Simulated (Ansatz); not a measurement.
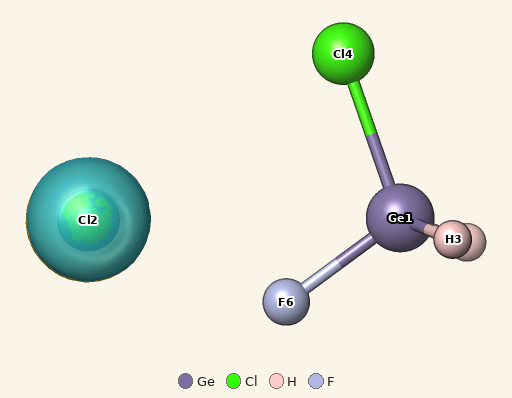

The picture shows: ClFGeH2···Cl (doublet). The HOMO−1 (β) at ±0.3 Å⁻³ᐟ² (yellow and cyan are the two phases), seen across its widest extent.

These are results of Ansatz, UKS B3LYP-D4/def2-SVP, not measurements.

Input

```
crystal:
  periodic: [false, false, false]
  atoms:
    - { symbol: Ge, position_ang: [0.006871, -0.011308, -0.095752] }
    - { symbol: Cl, position_ang: [0.001681, -0.002936, 2.10985] }
    - { symbol: H, position_ang: [1.474136, 0.052522, -0.537183] }
    - { symbol: Cl, position_ang: [-1.018978, 1.765661, -0.777295] }
    - { symbol: H, position_ang: [-0.781929, -1.250032, -0.537505] }
    - { symbol: F, position_ang: [0.004219, -0.007208, 4.806185] }
magnetization:
  spin_polarized: true
  initial_magnetization: 1
basis:
  gaussian: { orbitals: def2-SVP }
hamiltonian:
  xc: b3lyp
  dispersion: d4
relax:
  f_tol: 0.03
  max_steps: 50
output:
  orbitals: {}
```

Launched as:

```sh
ansatz run input.yaml --threads 4 --pin off --max-ram 5120MiB --backend cpu --events-out ev --progress --plain --runs-dir out
```

The fields are those of the run's last geometry, not of the input's.

> What is the character of this orbital?

Its weight (Hirshfeld) is mainly on Cl2 (about 100 %); largely a lone pair of Cl2. Its energy is −8.10 eV.
